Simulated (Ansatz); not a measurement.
**Appearance energy of a fragment ion: C2H5O2Si → C2H3O+ + SiH2O + e⁻**

Species: C2H5O2Si `CC(=O)O[SiH2]`, doublet; C2H3O+ `CC#[O+]`, singlet; SiH2O (oxosilane) `O=[SiH2]`, singlet. 

Shapes, held fixed at every level: PBE0-D4/def2-TZVP. Flexible molecules stand in one conformer, not always the lowest. Programs: Ansatz 0.2.0. Electronic energies: no zero-point or thermal term.

| level | kind | ΔE (eV) | less CCSD(T)/CBS estimate |
| --- | --- | --- | --- |
| HF/def2-TZVPP | Hartree–Fock | +8.76 | -0.25 |
| SPW92/def2-TZVPP | LDA | +9.55 | +0.54 |
| PBE-D4/def2-TZVPP | GGA | +9.10 | +0.09 |
| wB97M-V/def2-TZVPP | range-separated hybrid | +8.99 | -0.02 |
| wB97X-V/def2-TZVPP | range-separated hybrid | +9.17 | +0.16 |
| CCSD/def2-SVP | coupled cluster or CI | +8.99 | -0.02 |
| CCSD/def2-TZVPP | coupled cluster or CI | +8.95 | -0.06 |
| CCSD(T)/CBS estimate | coupled cluster or CI | +9.01 | 0.00 |

The highest level, CCSD(T)/CBS estimate, gives ΔE = +9.01 eV; the levels span +8.76 to +9.55. The column of differences is taken from that level and isn't an error. No measured value is set beside it here. Open shells run unrestricted unless RO is named. The CBS estimate extrapolates MP2 from def2-TZVPP and def2-QZVPP and adds CCSD(T) − MP2 in the triple-zeta set, cores frozen. The onset seen in experiment also holds zero-point changes and kinetic shifts.

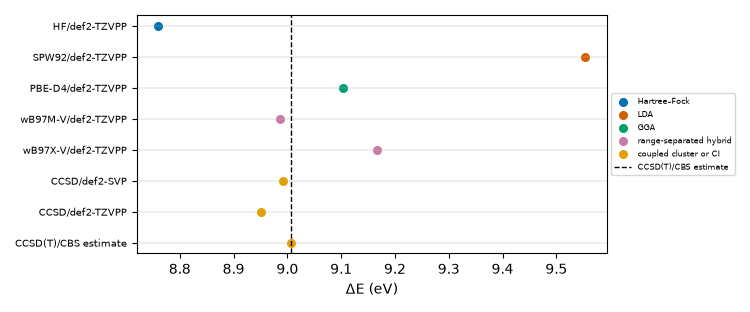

The values of the table, level by level.
